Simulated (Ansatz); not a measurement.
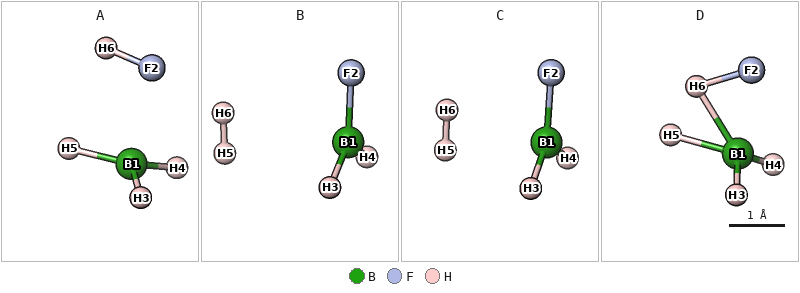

4 geometries from a converged minimum-energy path of BH$_{4}$F, made up at the start of BH₂F and H2, shuffled. Style: ball-and-stick. Shown at a tilt.

The calculation used Ansatz 0.2.0, RKS PBE0-D4/def2-SVP. Set-up: 5 movable images; climbing image; force threshold 0.05 eV/Å; iteration limit 60; starting path through a guess of the saddle point.

### Which frame is the top of the path?

D. In order along the path, whose images run from 0 to 6: B (image 1, +0.01 eV), C (image 2, +0.12 eV), D (image 4, +1.49 eV), A (image 6, +1.18 eV). Breaking: B1–F2 (1.32 → 1.63 at the top → 1.90 Å), H5–H6 (0.76 → 1.09 at the top → 2.10 Å). Forming: B1–H5 (2.89 → 1.31 at the top → 1.22 Å), F2–H6 (2.94 → 1.13 at the top → 0.93 Å).

Limits of the set-up: the start holds two separate molecules, 2.8 Å apart at their closest, whose relative position is a soft coordinate.
